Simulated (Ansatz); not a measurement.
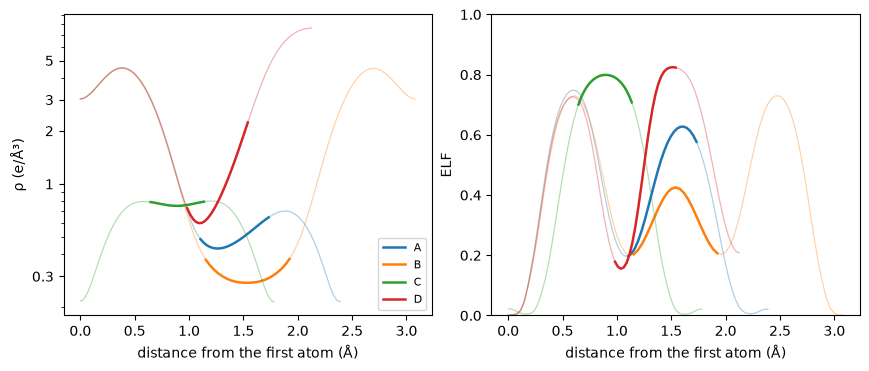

Figure 1: Ta₂B₂O. Valence charge density (pseudo) and ELF along straight lines between neighbouring atoms. Thin, pale parts lie inside the atomic spheres.

Space group P2/m; a structure from a database of computed crystals, not necessarily the ambient phase; a generated structure, not necessarily the stable one; computed pressure about −4 GPa in this cell.

Level of theory: DFT r2SCAN, scalar-relativistic, plane waves, PAW in Ansatz 0.2.0.

Core electrons are frozen (PAW), and the valence fields are smoothed inside the atomic spheres.

Which curve belongs to which contact (B–B, Ta–B, Ta–O and Ta–Ta)? The first atom named is at distance zero.

Answer. Curve A: Ta–B (2.39 Å): ρ at the midpoint is about 0.44 e/Å³; the ELF peaks at about 0.65 in the valence shell of B, 0.8 Å from its nucleus, and is about 0.25 at the midpoint. Curve B: Ta–Ta (3.08 Å): ρ at the midpoint is about 0.28 e/Å³; the ELF is about 0.45 at the midpoint. Curve C: B–B (1.78 Å): the density is about 0.75 e/Å³ at the midpoint; the ELF peaks at about 0.80 between the atoms. Curve D: Ta–O (2.12 Å): ρ at the midpoint is about 0.61 e/Å³; the ELF peaks at about 0.80 in the valence shell of O, 0.6 Å from its nucleus, and drops to about 0.15 between the two atoms (no shared electron pair shows on this line).
